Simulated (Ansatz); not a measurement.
ZrNH3BrCl2F: several calculations on one system

## 1. Relaxation

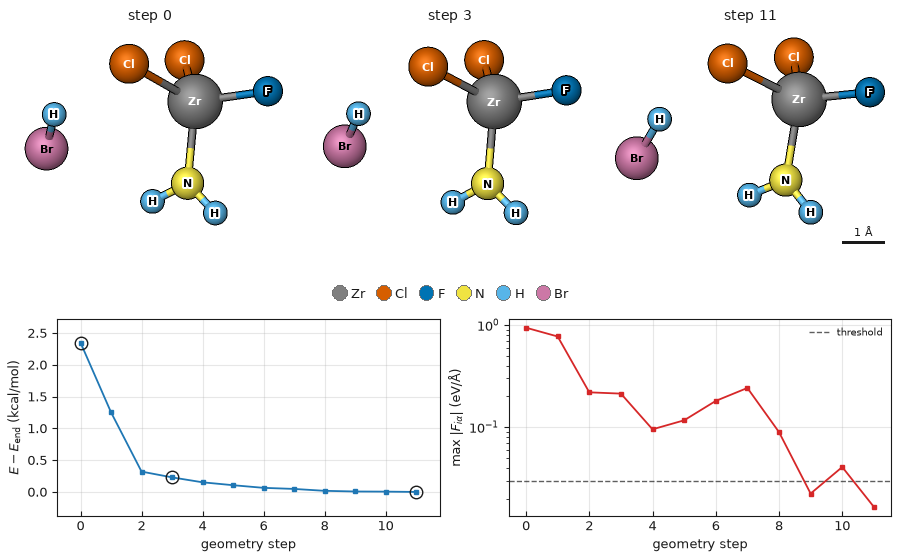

Frames of a relaxation of ZrNH3BrCl2F, marked on the history of the run. A ball-and-stick model, seen face on.

The run prepares an end point of a later path (reaction) calculation, from a guessed geometry.

Computed with RKS PBE/def2-SVP (Ansatz 0.2.0). (no spin polarisation; force threshold 0.03 eV/Å; at most 50 steps)

Q: What happens along the run?

A: The largest move after the best rigid fit is that of the Br atom, 0.44 Å. By element the largest moves are Br 0.44 Å, Cl 0.26 Å, H 0.18 Å, F 0.17 Å, Zr 0.11 Å, N 0.10 Å. Among the contacts that change: Cl–Zr 2.490 → 2.399 Å, Br–H 1.509 → 1.452 Å, F–Zr 1.897 → 1.902 Å. Among the angles between lasting bonds that change: Cl–Zr–N 110.6° → 107.4°, Cl–Zr–F 109.3° → 112.4°, Cl–Zr–Cl 111.9° → 109.1°. Over 11 geometry steps the energy falls by 2.35 kcal/mol. Largest force component: 0.94 eV/Å at the start, 0.017 eV/Å at the end. Cost: 25 s on 4 threads of Arm Neoverse V2, with other jobs on the host, peak memory 0.23 GiB. From step 0 to 3: a Cl atom moves most (0.11 Å), energy −2.12 kcal/mol. From step 3 to 11: the Br atom moves most (0.41 Å), energy −0.23 kcal/mol.

| step | E − E(0), kcal/mol | largest force component, eV/Å |
| --- | --- | --- |
| 0 | 0.00 | 0.9409 |
| 1 | -1.10 | 0.7719 |
| 2 | -2.03 | 0.2192 |
| 3 | -2.12 | 0.2129 |
| 4 | -2.20 | 0.0952 |
| 5 | -2.24 | 0.1166 |
| 6 | -2.28 | 0.1806 |
| 7 | -2.30 | 0.2419 |
| 8 | -2.33 | 0.0894 |
| 9 | -2.34 | 0.0224 |
| 10 | -2.34 | 0.0407 |
| 11 | -2.35 | 0.0166 |

Limits of the set-up: the start holds two separate molecules, 2.6 Å apart at their closest, whose relative position is a soft coordinate and is computed without a dispersion correction.

## 2. Relaxation

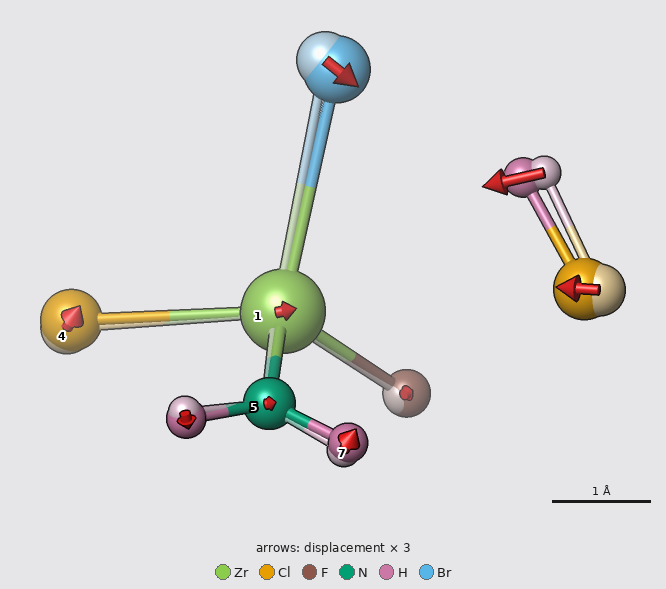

This is a relaxation of ZrNH3BrCl2F. The starting structure is drawn faded, the final one solid; red arrows show the displacements, 3 times their true length. The two geometries are superimposed by the best rigid fit.

A ball-and-stick model, seen from a free direction.

The run prepares an end point of a later path (reaction) calculation, from a guessed geometry.

All numbers below come from RKS PBE/def2-SVP (Ansatz).

Input file:
```yaml
crystal:
  periodic: [false, false, false]
  atoms:
    - { symbol: Zr, position_ang: [-0.786735, 0.373328, -0.409442] }
    - { symbol: Cl, position_ang: [0.144869, -1.325417, 2.765293] }
    - { symbol: F, position_ang: [0.996264, 0.849381, 0.046633] }
    - { symbol: Cl, position_ang: [-1.44086, 1.353002, -2.444461] }
    - { symbol: "N", position_ang: [-0.904759, -1.606875, -0.687007] }
    - { symbol: H, position_ang: [-1.548027, -2.106053, -1.318373] }
    - { symbol: H, position_ang: [-0.31652, -2.291374, -0.187018] }
    - { symbol: Br, position_ang: [-2.563305, 1.120618, 1.437749] }
    - { symbol: H, position_ang: [-0.958428, -0.57181, 2.892725] }
basis:
  gaussian: { orbitals: def2-SVP }
hamiltonian:
  xc: pbe
relax:
  f_tol: 0.03
  max_steps: 50
```

Run as
```bash
ansatz run input.yaml --threads 4 --pin off --max-ram 5120MiB --backend cpu --events-out ev --progress --plain --runs-dir out
```

**Which element moves most?**

Hydrogen: up to 0.23 Å, against 0.16 Å for chlorine.

**What did the optimiser do to the structure, and how much energy did it gain?**

After 8 geometry steps the energy has fallen by 2.18 kcal/mol. Largest force component: 0.75 eV/Å at the start, 0.025 eV/Å at the end. The forces were under the threshold at step 5, but the run went on from there. The atom that moves furthest after the best rigid fit is H9 (0.23 Å). By element the largest moves are H 0.23 Å, Cl 0.16 Å, Br 0.15 Å, Zr 0.08 Å, F 0.05 Å, N 0.04 Å. Some distances before and after: Zr1–H9 3.439 → 3.153 Å, Zr1–Cl2 3.719 → 3.488 Å, Zr1–Br8 2.670 → 2.569 Å, Cl2–H9 1.342 → 1.318 Å.

Limits of the set-up: the start holds two separate molecules, 2.7 Å apart at their closest, whose relative position is a soft coordinate and is computed without a dispersion correction.

## 3. Path

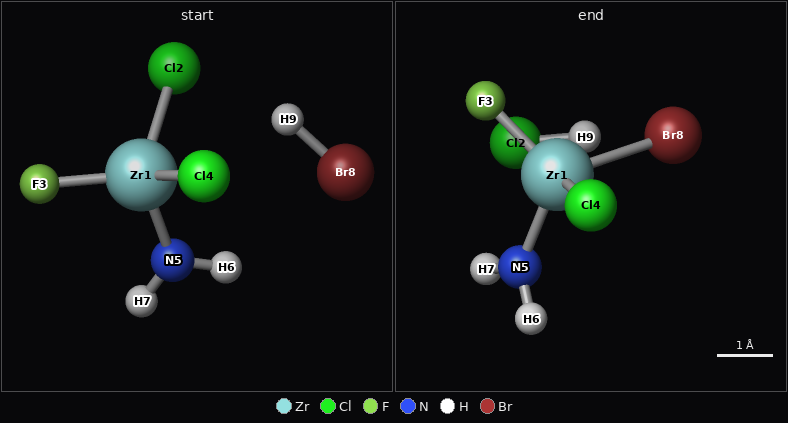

The two relaxed end points of a path for ZrNH$_{3}$BrCl$_{2}$F, made up at the start of ZrNH₂Cl₂F and HBr. Style: ball-and-stick. Shown at a tilt.

All numbers below come from RKS PBE/def2-SVP (Ansatz 0.2.0).

Set-up: 5 movable images; climbing image; force threshold 0.05 eV/Å; iteration limit 60.

Start:
```xyz
9

Zr    0.2421    0.0673   -0.1243
Cl    0.1584    0.1943    2.2696
F     1.9923   -0.3022   -0.7711
Cl   -0.6592    2.0541   -1.0364
N    -0.8981   -1.4799   -0.6810
H    -1.8972   -1.5352   -0.4273
H    -0.6278   -2.3247   -1.1998
Br   -3.5053   -0.5798    1.7684
H    -2.1827   -0.2992    2.2981
```

End:
```xyz
9

Zr   -0.6323    0.4049   -0.2235
Cl   -0.1927   -1.6531    2.5584
F     1.1673    0.6540    0.3527
Cl   -1.1100    1.6911   -2.1349
N    -0.9686   -1.4891   -0.7917
H    -1.5552   -1.8042   -1.5745
H    -0.5695   -2.3054   -0.3104
Br   -2.3234    1.0952    1.5835
H    -1.1931   -0.7985    2.6366
```

Question: Predict the minimum-energy path and its barrier.

Answer: Forward barrier 0.152 eV, backward barrier 0.097 eV, with image 3 at the top; the reaction energy is +0.055 eV. Breaking: Br8–H9 (1.45 → 1.71 at the top → 2.44 Å), Zr1–Cl2 (2.40 → 2.63 at the top → 3.49 Å). Forming: Cl2–H9 (2.39 → 1.58 at the top → 1.32 Å), Zr1–Br8 (4.25 → 2.84 at the top → 2.57 Å). The band converged in 14 iterations. The largest component of the band force went from 53 to 0.023 eV/Å. The climbing image converged on the top of the path. Its vibrational analysis gives one imaginary mode (107i cm⁻¹), as a transition state must have.

Energies of the converged images:

```
image  path (Å)  E (eV)
    0      0.00   0.000
    1      0.76   0.012
    2      1.51   0.055
    3      2.27   0.152
    4      3.22   0.096
    5      4.18   0.066
    6      5.13   0.055
```

The geometry at the top of the path:

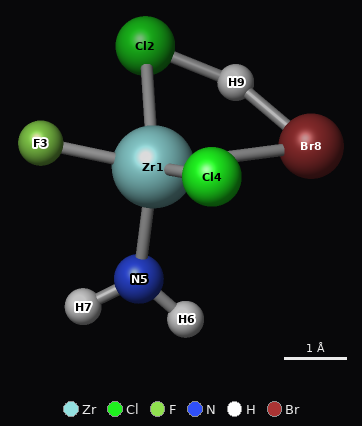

Limits of the set-up: the start holds two separate molecules, 2.4 Å apart at their closest, whose relative position is a soft coordinate and is computed without a dispersion correction.
